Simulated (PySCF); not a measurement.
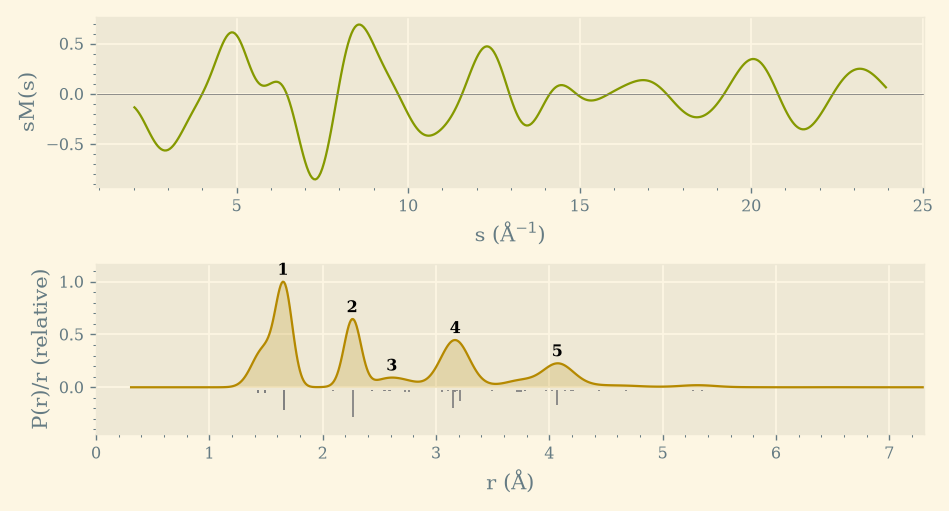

Simulated gas electron diffraction: reduced molecular intensity sM(s) from the Debye equation in the first Born approximation (top) and the radial distribution curve (bottom) of H₇OPSi₂. Each pair of atoms contributes with weight ZᵢZⱼ/r (bars below the curve); damping constant 0.0015 Å²; vibrational amplitudes assumed, not computed: 0.05 Å for bonds, 0.078 Å for bonds to H, 0.06 + 0.015 r up to 0.15 Å for other pairs. The geometry is the end point of an optimisation (PBE0-D3(BJ)/def2-SVP geometry optimisation, gas phase in PySCF 2.14.0, density-fitted response routines); it may be a saddle point or a higher isomer.

**Read the positions of the numbered peaks and name the main pairs (– for bonds).**

Peak 1, 1.65 Å: Si–H 1.49–1.50 Å (×5), Si–O 1.66 Å (×2), not resolved; in its flanks P–H 1.43 Å
Peak 2, 2.26 Å: P–Si 2.26 Å
Peak 3, 2.61 Å: O···H 2.54–2.59 Å (×5), Si···H 2.72–2.76 Å (×2), not resolved
Peak 4, 3.17 Å: P···H 3.05–3.17 Å (×2), Si···Si 3.15 Å, P···O 3.21 Å, not resolved
Peak 5, 4.07 Å: Si···H 3.79–4.21 Å (×3), P···Si 4.07 Å, not resolved; in its flanks Si···H 3.72–4.44 Å, P···H 3.75–4.68 Å
